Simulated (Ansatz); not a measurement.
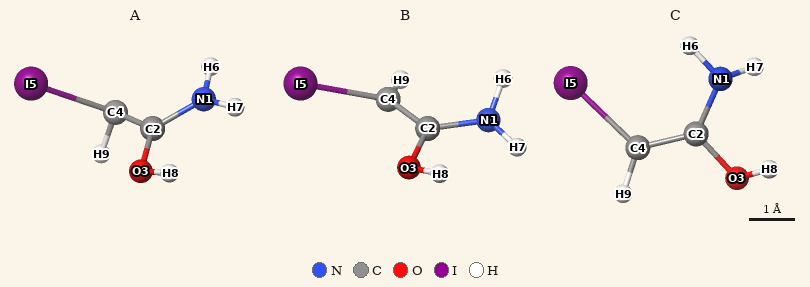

3 geometries from a converged minimum-energy path of C2H4INO, shuffled. The picture is a ball-and-stick view, seen face on.

Level of theory: RKS r2SCAN-D4/def2-SVP (Ansatz 0.2.0). Set-up: 5 movable images; climbing image; force threshold 0.05 eV/Å; iteration limit 60; starting path by image-dependent pair potential.

Which of them lies highest in energy?

Answer. A. In order along the path, whose images run from 0 to 6: C (image 0, 0.0 kJ/mol), A (image 3, +181.1 kJ/mol), B (image 5, +32.8 kJ/mol). The motion is a rotation about the C2–C4 bond by about 180°. No bond forms or breaks between the ends. Bond angles that change up to the highest image, for instance: C2–C4–I5 122.9° → 103.2°, I5–C4–H9 115.8° → 101.2°.
